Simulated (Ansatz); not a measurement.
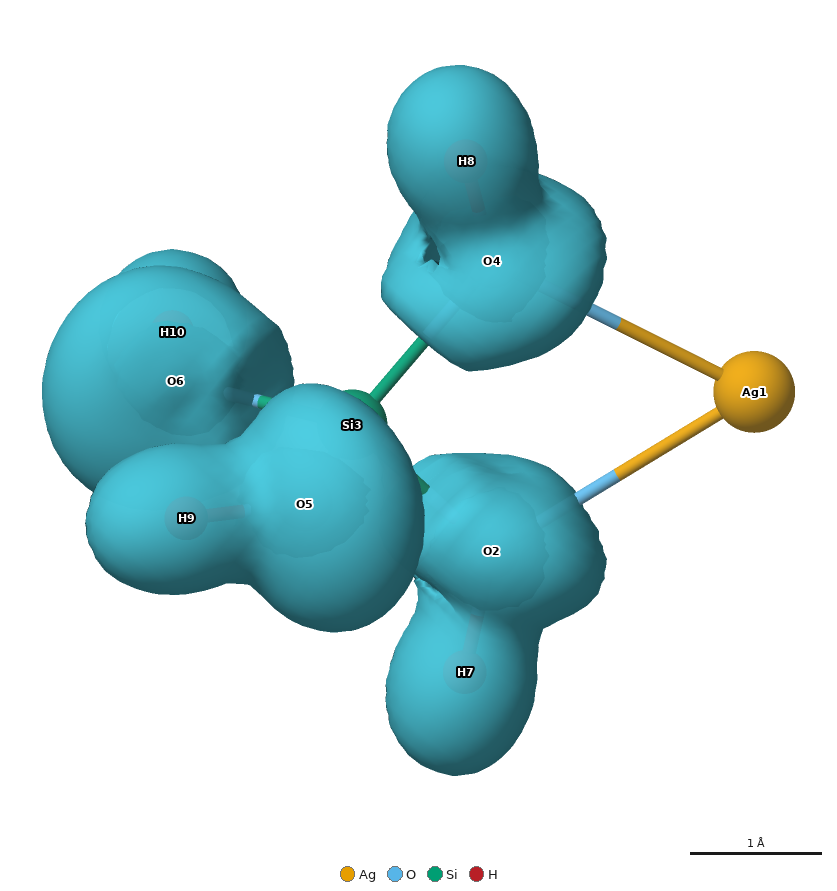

Figure 1: AgH4O4Si (charge +1). Isosurface of the ELF at 0.75 (cyan), seen at a tilt. Only the valence region is drawn (cores and ρ < 0.01 e/Å³ removed).

Geometry: PBE0-D4/def2-TZVP; core potentials replace the inner electrons of Ag.

The calculation used Ansatz 0.2.0, RKS PBE0-D4/def2-TZVPPD.

```xyz
10

Ag   -0.9516   -1.8991   -1.9470
O    -0.9143   -1.1315    0.2916
Si    0.1291    0.1551    0.1911
O     0.1698    0.1293   -1.4677
O     1.5600   -0.2021    0.8187
O    -0.4113    1.5204    0.8352
H    -1.1014   -1.5405    1.1406
H     0.7972    0.6761   -1.9478
H     1.9713    0.3638    1.4756
H    -1.2486    1.9286    0.6096
```

### Describe the localisation domains.

The ELF exceeds this value in four joined regions spread over several atoms (H, O), in which their bonds and any lone pairs are merged.

Values along the shortest contacts:
Si–O (1.60 Å): the ELF peaks at about 0.85 between the atoms, as expected for a short, strongly polar bond. Ag–O (2.37 Å): the ELF is about 0.10 at the midpoint.
